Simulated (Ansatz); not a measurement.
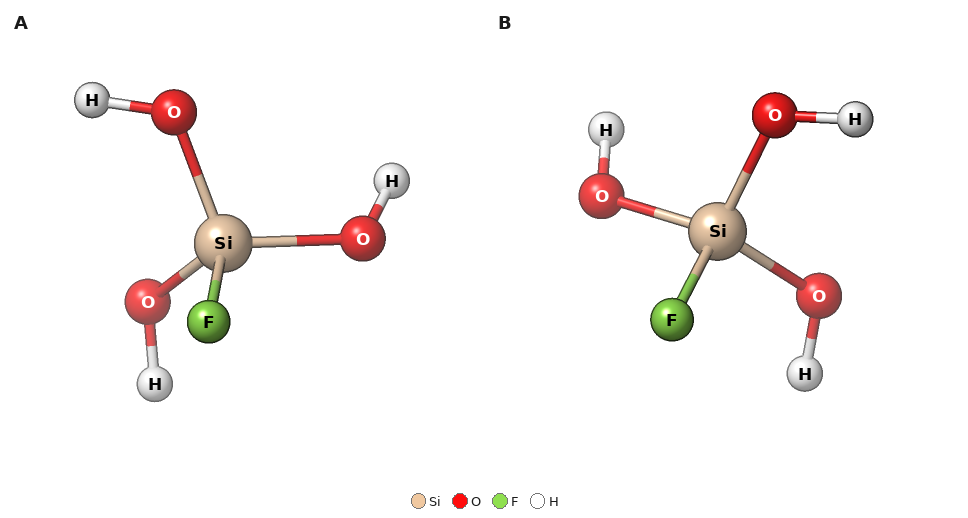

Distant atoms are faded towards the background colour. Computed geometry: PBE0-D4/def2-TZVP optimisation.

Are A and B the same structure? If not, how do they differ?

No. They are mirror images that no rotation superimposes: the geometry of FH3O3Si is chiral (C1). Their energies are equal.
